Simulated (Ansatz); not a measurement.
**C$_{2}$H$_{2}$BrN: density, localisation and related maps**

```
atom    x (Å)    y (Å)    z (Å)
   N   0.4662  -1.9571   0.8362
   C   0.2729  -0.9050   0.4163
   C   0.0515   0.4254  -0.0996
  Br  -1.5567   0.5052  -1.1819
   H   0.8816   0.7324  -0.7330
   H  -0.0734   1.1352   0.7158
```

Geometry: PBE0-D4/def2-TZVP.

Theory: RKS PBE0-D4/def2-TZVPP in Ansatz.

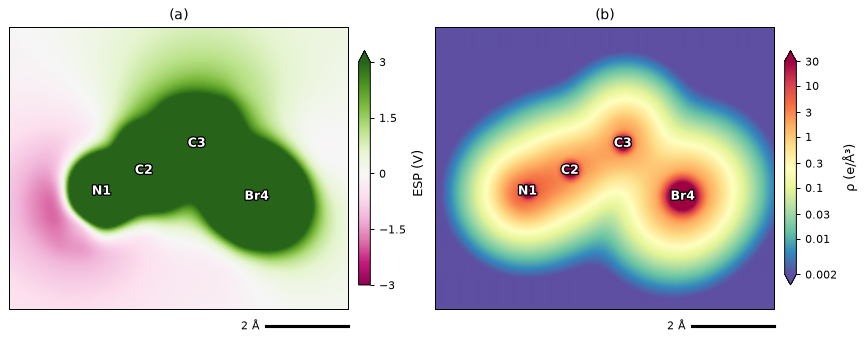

Figure 1. (a) electrostatic potential; (b) electron density on the plane of atoms C2, C3 and Br4.

**What does the map show?**

- The section cuts through N, C and Br sites.
- C–N (1.15 Å): ρ at the midpoint is about 3.7 e/Å³.
- C–C (1.44 Å): ρ at the midpoint is about 1.9 e/Å³.
- C–Br (1.94 Å): ρ is about 1.1 e/Å³ halfway.
- Outside the dense part of the molecule the potential is most negative (−1.9 V) near N1.

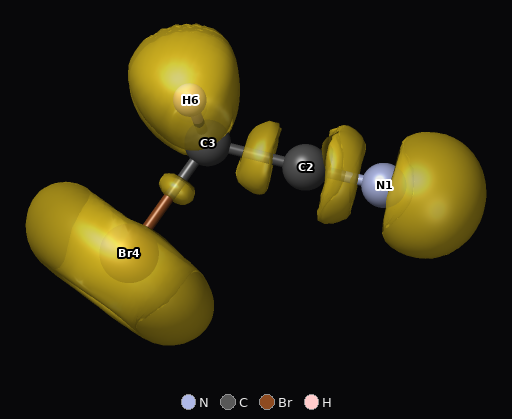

Figure 2. Isosurface of the ELF at 0.8 (yellow), seen across its widest extent. Core shells and regions of very low density are left out.

**Where are the electrons localised?**

The surface consists of one region between bonded Br–C atoms (shared pairs), one region between bonded C–C atoms (shared pairs), one region between bonded C–N atoms (shared pairs), two regions around hydrogen nuclei, one ring or bowl of non-bonding electrons around Br and one lobe on N, pointing away from the bonds (lone pairs).


C–N (1.15 Å): the ELF peaks at about 0.85 between the atoms: a short, multiple covalent bond. C–C (1.44 Å): the ELF peaks at about 0.95 between the atoms; a covalent bond.

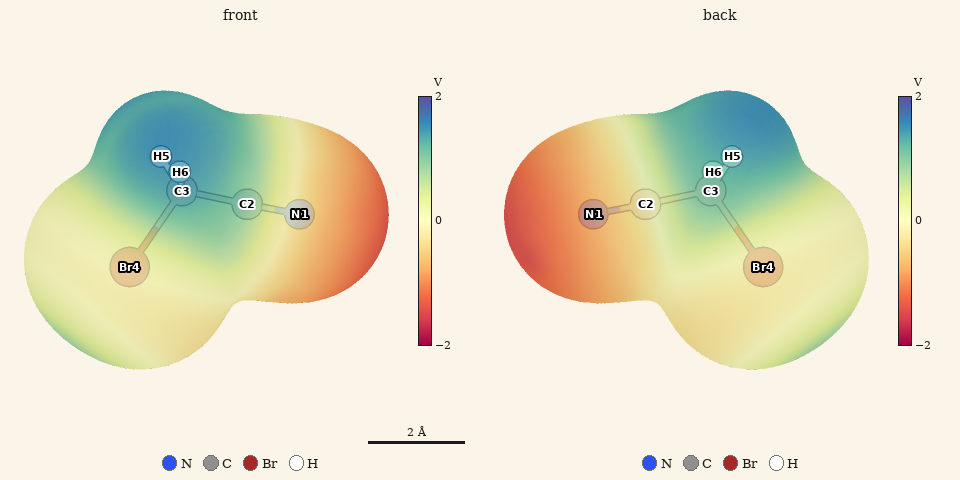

Figure 3. The molecular electrostatic potential painted on the density surface at 0.001 e/bohr³, seen from the front and from behind; red is negative and blue positive.

**Describe the electrostatic potential map.**

The most negative region (about −1.5 V) lies over N1, the most positive (about +1.6 V) over H5 and H6. Br4 shows a σ-hole: about +0.9 V at the tip opposite its bond, against about −0.1 V on its flanks. N1 is the likeliest acceptor of a hydrogen bond.

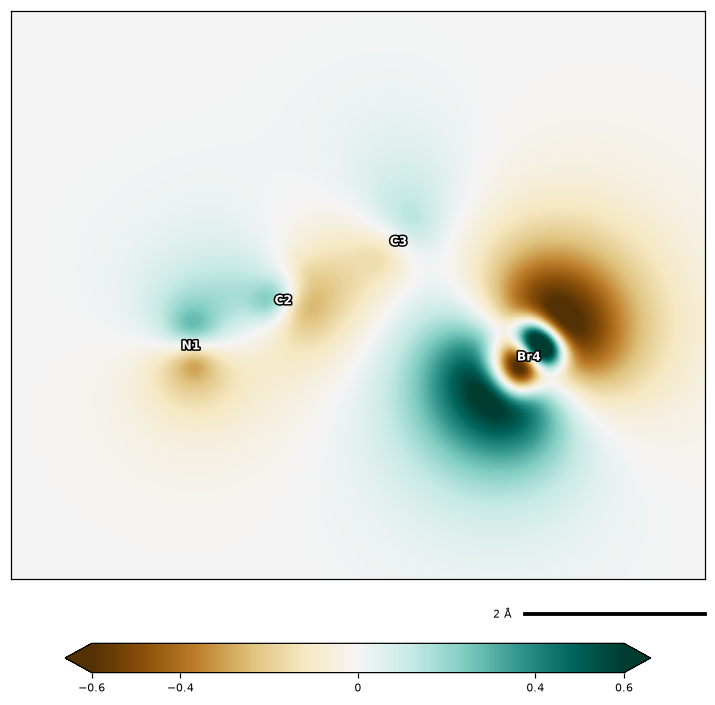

Figure 4. The HOMO−1 on the plane of atoms C2, C3 and Br4 (values in Å⁻³ᐟ²; the overall sign is arbitrary).

**What is the character of this orbital?**

Its weight (Hirshfeld) is mainly on Br4 (about 90 %); largely a lone pair of Br4. Its energy is −8.81 eV.
